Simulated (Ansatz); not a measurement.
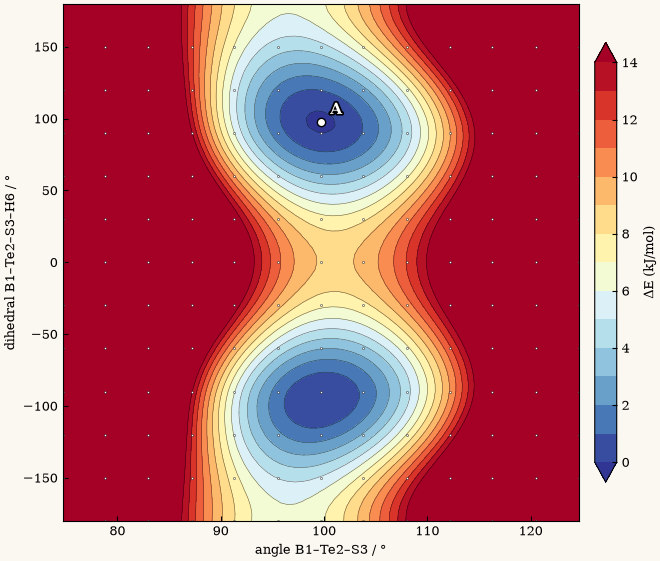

BH₃STe, SMILES B[Te]S. Coordinates scanned: (1) angle B1–Te2–S3; (2) dihedral B1–Te2–S3–H6. Nothing is relaxed (all other coordinates rigid). Grid: 13 × 12 points. Points are written as (first, second). Energies: kJ/mol, counted from the lowest grid point. The calculation used RHF-MP2, frozen core/def2-TZVP (Ansatz 0.2.0).

Drawn: filled contours, dots at the grid points, one colour for all values above the top of the scale, the well A. Between grid points the surface is interpolated.

### Where is the minimum, and how stiff is the well along each coordinate? Take the well at A.

The interpolated minimum is at angle B1–Te2–S3 ≈ 99.7°, dihedral B1–Te2–S3–H6 ≈ 97°. The curvatures there are about 5 eV/rad² and 0.18 eV/rad², with a cross term of about 0.16 eV/rad². Round the minimum the valley is somewhat tilted: raising angle B1–Te2–S3 shifts the best value of dihedral B1–Te2–S3–H6 downwards (coupling k₁₂/√(k₁₁k₂₂) about 0.2). (1 eV is 96.5 kJ/mol.)
